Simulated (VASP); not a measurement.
Band structure of HgS (zinc blende). All values below come from revPBE GGA, VASP's PBE PAW potentials (set 64) (plane waves; VASP).

Unless said otherwise, spin-orbit coupling is left out, though it shifts the bands of the heavy elements here.

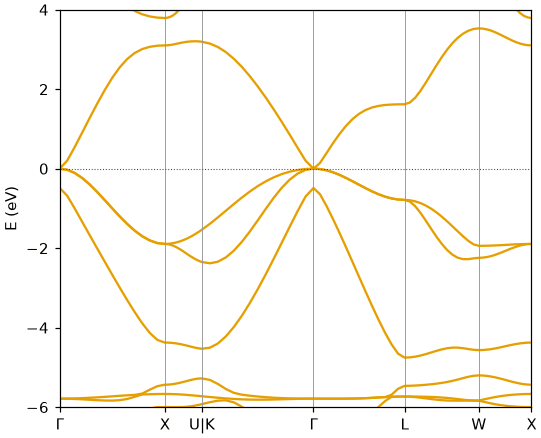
Figure. Bands along high-symmetry lines, zero at the valence-band maximum or, without a gap, the Fermi level

Problem. Read the plot: is there a gap, and where are the band edges?

Solution. It has no gap at this level: it comes out as a metal or semimetal. (Edges off the drawn lines would not show.)

The compound is HgS in the zinc blende structure, metacinnabar; cinnabar is the stable form. It was relaxed first, which changed the volume by +11 %.
